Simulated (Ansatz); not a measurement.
The reference is Mg2Si (space group Fm-3m, No. 225; a = 6.326 Å). Axes: x, y, z lie along the cube axes.

The change: a free-standing slab of 1 layer (3 atoms, 3 a layer) is cut normal to [111], with 15 Å of vacuum and the in-plane cell held at bulk.

The values are results of Kohn–Sham DFT with the PBEsol functional, run in Ansatz (a first-principles code) with PAW and 420 eV plane waves, without spin-orbit coupling, not measurements.

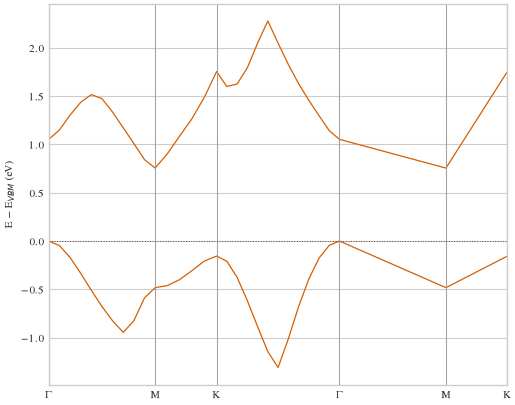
Figure: Highest valence and lowest conduction band along the path of the changed cell's own zone

Read the changed gap and its character from the plot.

About 0.76 eV, indirect, Γ → M.

Semilocal Kohn–Sham gaps tend to fall short of experiment. Whether these cells are dynamically stable was not tested. Labels are those of the standard path for the cell's own space group.
